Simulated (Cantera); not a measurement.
Feed: 1 mol Si, 0.099 mol CO₂, 4.3 mol H₂, at 1.33 mbar.

Cantera equilibrium calculation (NASA polynomials, part measured and part estimated; ideal gas, pure solids and liquids). Candidate condensed phases: C, C₆H₆, C₇H₈, C₈H₁₈, H₂O, Si, SiC, SiO₂; 123 gas species. Mutual solubility and eutectic melting of coexisting phases are not modelled. The tables hold silica as quartz up to 1696 K and as liquid above; real silica turns to tridymite and cristobalite and melts near 1996 K. Gases not in the tables: Si₂H₆ and higher silanes. Kinetics and transport are ignored.

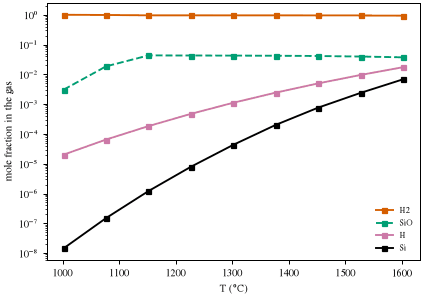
Figure: Equilibrium gas composition (values under 1e-9 drawn at 1e-9)

Task: Read off the mole fractions at 1152 °C.

Result: H₂ about 0.96, SiO about 0.043, H about 0.00018, Si about 1.2e-6.
